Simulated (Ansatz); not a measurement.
# CH6AlN: a nudged elastic band in two tries

Wanted: a band of images between two relaxed ends, and a check that the input is sound.

Method: RKS BHLYP-D4/def2-mTZVP, in Ansatz 0.2.0.

## (1) The structure to begin with

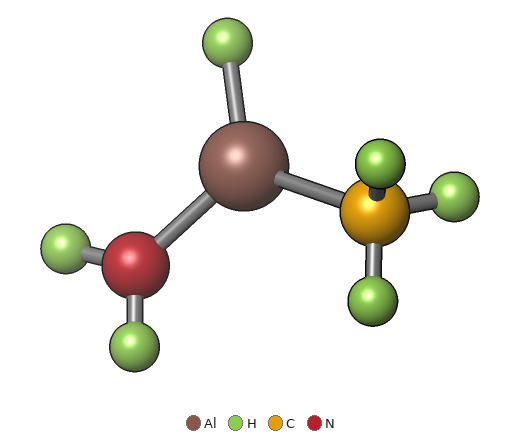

Start, viewed from a chosen angle; aluminium brown, hydrogen green, carbon amber, nitrogen red.

Structure file:

```xyz
9

Al    0.1412   -0.2218    0.4718
H    -0.2793   -0.7230    1.9046
C     1.9855    0.1177   -0.0567
H     2.5873   -0.7865   -0.0141
H     2.0651    0.5080   -1.0663
H     2.4685    0.8326    0.6042
N    -1.1640    0.0349   -0.6893
H    -2.1360   -0.1166   -0.4959
H    -1.0511    0.3546   -1.6327
```

## (2) First try

Input file input.yaml:

```yaml
crystal:
  periodic: [false, false, false]
  atoms:
    - { symbol: Al, position_ang: [0.14122, -0.221794, 0.471849] }
    - { symbol: H, position_ang: [-0.279304, -0.723037, 1.904574] }
    - { symbol: C, position_ang: [1.985533, 0.117729, -0.05669] }
    - { symbol: H, position_ang: [2.58729, -0.786514, -0.014147] }
    - { symbol: H, position_ang: [2.065098, 0.507979, -1.066277] }
    - { symbol: H, position_ang: [2.468494, 0.832605, 0.604201] }
    - { symbol: "N", position_ang: [-1.163994, 0.034917, -0.689279] }
    - { symbol: H, position_ang: [-2.135969, -0.116571, -0.495907] }
    - { symbol: H, position_ang: [-1.051067, 0.354587, -1.632723] }
magnetization:
  spin_polarized: true
  initial_magnetization: 1
basis:
  gaussian: { orbitals: def2-mTZVP }
hamiltonian:
  xc: { name: BHLYP }
  dispersion: d4
neb:
  order_check: false
  images: 7
  f_tol: 0.03
  max_iterations: 8
  final_atoms:
    - { symbol: Al, position_ang: [-1.62967305, -0.3988232, 0.95842978] }
    - { symbol: H, position_ang: [1.81777909, -0.02766429, 1.36720464] }
    - { symbol: C, position_ang: [2.06644923, 0.12173173, 0.32480136] }
    - { symbol: H, position_ang: [1.74317011, -0.7361611, -0.249876] }
    - { symbol: H, position_ang: [1.57672149, 1.0156597, -0.03846042] }
    - { symbol: H, position_ang: [3.13744313, 0.23554638, 0.22593173] }
    - { symbol: "N", position_ang: [-1.40982711, -0.12902, -0.80311951] }
    - { symbol: H, position_ang: [-2.14755072, -0.12920444, -1.48806033] }
    - { symbol: H, position_ang: [-0.53721118, 0.04783621, -1.27125025] }
  initial_path:
    images:
      - { positions_ang: [[0.14122, -0.221794, 0.471849], [-0.279304, -0.723037, 1.904574], [1.985533, 0.117729, -0.05669], [2.58729, -0.786514, -0.014147], [2.065098, 0.507979, -1.066277], [2.468494, 0.832605, 0.604201], [-1.163994, 0.034917, -0.689279], [-2.135969, -0.116571, -0.495907], [-1.051067, 0.354587, -1.632723]] }
      - { positions_ang: [[0.10586904, -0.16635316, 0.35366796], [0.04533956, -0.5426591, 1.78689679], [2.02261186, 0.08812285, 0.05557381], [2.55636608, -0.85158059, 0.04482478], [2.04859497, 0.50804567, -0.94590428], [2.57699847, 0.75863836, 0.69964696], [-1.28830645, 0.02646449, -0.7578866], [-2.18458259, -0.2912514, -0.58868557], [-1.26558994, 0.47047389, -1.62253285]] }
      - { positions_ang: [[0.07051809, -0.11091232, 0.23548692], [0.36998311, -0.36228121, 1.66921958], [2.05969073, 0.0585167, 0.16783763], [2.52544216, -0.91664719, 0.10379656], [2.03209193, 0.50811233, -0.82553157], [2.68550294, 0.68467172, 0.79509292], [-1.41261889, 0.01801198, -0.82649421], [-2.23319618, -0.4659318, -0.68146414], [-1.48011288, 0.58636078, -1.6123427]] }
      - { positions_ang: [[0.03516713, -0.05547148, 0.11730587], [0.69462667, -0.18190331, 1.55154238], [2.09676959, 0.02891055, 0.28010144], [2.49451824, -0.98171378, 0.16276834], [2.0155889, 0.508179, -0.70515885], [2.79400741, 0.61070508, 0.89053888], [-1.53693134, 0.00955947, -0.89510181], [-2.28180978, -0.64061219, -0.7742427], [-1.69463582, 0.70224766, -1.60215254]] }
      - { positions_ang: [[-0.00018382, -3.063e-05, -0.00087517], [1.01927022, -0.00152542, 1.43386517], [2.13384846, -0.0006956, 0.39236526], [2.46359431, -1.04678038, 0.22174012], [1.99908586, 0.50824566, -0.58478613], [2.90251188, 0.53673844, 0.98598484], [-1.66124378, 0.00110696, -0.96370942], [-2.33042337, -0.81529259, -0.86702127], [-1.90915877, 0.81813455, -1.59196239]] }
      - { positions_ang: [[-0.40755613, -0.09972877, 0.23895107], [1.21889744, -0.00806013, 1.41720004], [2.11699865, 0.02991124, 0.37547428], [2.28348826, -0.96912556, 0.10383609], [1.89349477, 0.63509917, -0.44820471], [2.96124469, 0.46144043, 0.79597156], [-1.59838962, -0.03142478, -0.92356194], [-2.28470521, -0.64377055, -1.02228104], [-1.56617187, 0.62555997, -1.51178436]] }
      - { positions_ang: [[-0.81492843, -0.19942692, 0.47877731], [1.41852466, -0.01459485, 1.4005349], [2.10014884, 0.06051807, 0.35858331], [2.10338221, -0.89147074, -0.01406794], [1.78790368, 0.76195268, -0.31162328], [3.01997751, 0.38614241, 0.60595829], [-1.53553545, -0.06395652, -0.88341446], [-2.23898704, -0.47224852, -1.1775408], [-1.22318497, 0.43298538, -1.43160632]] }
      - { positions_ang: [[-1.22230074, -0.29912506, 0.71860354], [1.61815187, -0.02112957, 1.38386977], [2.08329904, 0.0911249, 0.34169234], [1.92327616, -0.81381592, -0.13197197], [1.68231258, 0.88880619, -0.17504185], [3.07871032, 0.31084439, 0.41594501], [-1.47268128, -0.09648826, -0.84326699], [-2.19326888, -0.30072648, -1.33280057], [-0.88019807, 0.2404108, -1.35142829]] }
      - { positions_ang: [[-1.62967305, -0.3988232, 0.95842978], [1.81777909, -0.02766429, 1.36720464], [2.06644923, 0.12173173, 0.32480136], [1.74317011, -0.7361611, -0.249876], [1.57672149, 1.0156597, -0.03846042], [3.13744313, 0.23554638, 0.22593173], [-1.40982711, -0.12902, -0.80311951], [-2.14755072, -0.12920444, -1.48806033], [-0.53721118, 0.04783621, -1.27125025]] }
```

The run is started by

```console
$ ansatz run input.yaml --threads 2 --pin off --max-ram 3072MiB --backend cpu --events-out ev --progress --plain --runs-dir out
```

Log:

```text
Error: a molecule whose nuclei and cores have a total charge of 32 cannot have a net charge of 0 together with 1 unpaired electrons
```

Wall time 0.05 s (2 threads of Intel Xeon at 2.50GHz (Skylake/Cascade Lake), shared host); peak memory 0.048 GiB.

## (3) Reading the log

The run ended at the input check. The line that matters: «a molecule whose nuclei and cores have a total charge of 32 cannot have a net charge of 0 together with 1 unpaired electrons»

The number of unpaired electrons doesn't fit the number of electrons: even goes with even, odd with odd.

Fix: restore the multiplicity.

## (4) Second try

Edit input.yaml of step 2 so:

```diff
@@ -12,5 +12,2 @@
     - { symbol: H, position_ang: [-1.051067, 0.354587, -1.632723] }
-magnetization:
-  spin_polarized: true
-  initial_magnetization: 1
 basis:
@@ -24,3 +21,3 @@
   f_tol: 0.03
-  max_iterations: 8
+  max_iterations: 60
   final_atoms:
```

The run is started by

```console
$ ansatz run input.yaml --threads 2 --pin off --max-ram 3072MiB --backend cpu --events-out ev --progress --plain --runs-dir out
```

Besides the cure, the cap on steps is lifted. From its log:

```text
NEB iter   1: max|band force component| = 1.327e1 eV/Å  barrier→ = 5.9650 eV  barrier← = 5.2161 eV  Δτ_max = 0.2000 Å  (224 SCF iters)
NEB iter   2: max|band force component| = 4.468e0 eV/Å  barrier→ = 4.4078 eV  barrier← = 3.6589 eV  Δτ_max = 0.2000 Å  (200 SCF iters)
NEB iter   3: max|band force component| = 2.423e0 eV/Å  barrier→ = 3.8524 eV  barrier← = 3.1035 eV  Δτ_max = 0.1944 Å  (195 SCF iters)
[...]
NEB iter  33: max|band force component| = 4.096e-1 eV/Å  barrier→ = 3.7835 eV  barrier← = 3.0346 eV  CI = image 3  Δτ_max = 0.0120 Å  (134 SCF iters)
NEB iter  34: max|band force component| = 1.736e-1 eV/Å  barrier→ = 3.7835 eV  barrier← = 3.0346 eV  CI = image 3  Δτ_max = 0.0120 Å  (136 SCF iters)
NEB iter  35: max|band force component| = 2.181e-2 eV/Å  barrier→ = 3.7835 eV  barrier← = 3.0346 eV  CI = image 3  Δτ_max = 0.0000 Å  (303 SCF iters)
```

It took 12 min on 2 threads of Intel Xeon at 2.50GHz (Skylake/Cascade Lake), shared host; peak memory 0.18 GiB.

With the input mended the run goes through: 35 iterations, highest image 3.78 eV above the first end.

## (5) What came out

| quantity | value |
| --- | --- |
| first try | refused |
| cause | the number of unpaired electrons doesn't fit the number of electrons: even goes with even, odd with odd |

What this shows: The fault in the first input was caught at the input check and cost nothing.
